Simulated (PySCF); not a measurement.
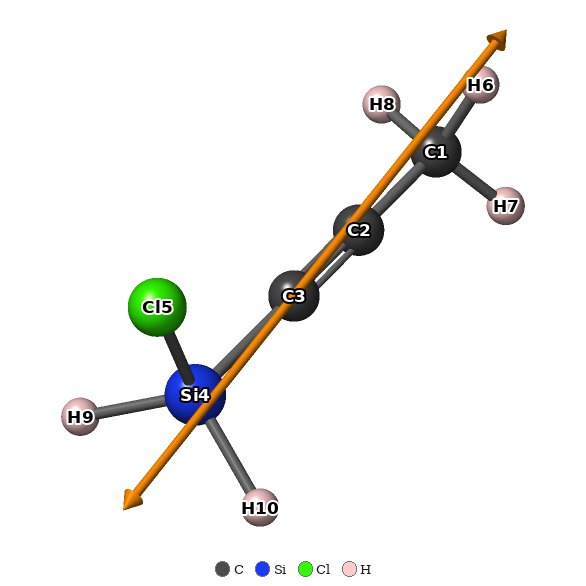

The double arrow shows the direction of the transition dipole to excited singlet state 7 (its length means nothing). Computed geometry: GFN2-xTB optimisation. No frequency run is at hand to confirm it as a minimum. Level of theory: TDDFT CAM-B3LYP/def2-SVPD, vertical, gas phase, core orbitals frozen in the response (PySCF 2.14.0).

How is the transition polarised?

Answer. Nearly parallel to the C2–C3 bond.

Where does the transition lie, and how strong is it?

Answer. 7.77 eV (160 nm), oscillator strength 0.095, mainly HOMO−3 → LUMO (weight 0.83); transition dipole 1.80 D.

The geometry is semi-empirical. Around Si such bond lengths and angles can be off by a tenth of an ångström or more and by several degrees, and values that hang on the shape move with them.
